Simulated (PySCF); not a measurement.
H₄Si₂, SMILES `[SiH][SiH3]`.

PySCF calculation, r2SCAN/def2-SVPD, gas phase; geometry: GFN2-xTB. This is a single-reference result, which may miss multireference character in this system. No frequency check shows the geometry to be a minimum.

Coordinates in Å:

```
Si1     -1.2507   -0.1008   -0.0000
Si2      1.0254    0.0269   -0.0001
H3      -1.7045    1.3274    0.0002
H4       1.4683   -0.7455    1.1773
H5       1.9212    1.1971    0.0007
H6       1.4689   -0.7448   -1.1769
```

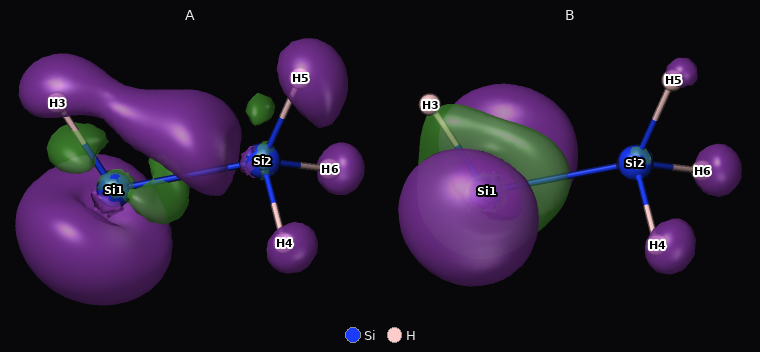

The two Fukui functions at ±0.03 e/Å³ (purple positive, green negative).

> Which panel is f⁻ (electron removed) and which f⁺ (electron added)?

A is f⁻, B is f⁺. f⁻ (Hirshfeld-condensed) is largest on Si1 (0.54); the vertical ionisation energy is 8.56 eV. f⁺ (Hirshfeld-condensed) is largest on Si1 (0.61); the vertical electron affinity is 1.70 eV (the stability of the anion's solution wasn't checked; the anion's highest orbital has positive energy, so this value and f⁺ depend on the basis).

> What chemical potential and hardness follow from the two energies?

μ = −(I + A)/2 = −5.13 eV and η = I − A = 6.86 eV.
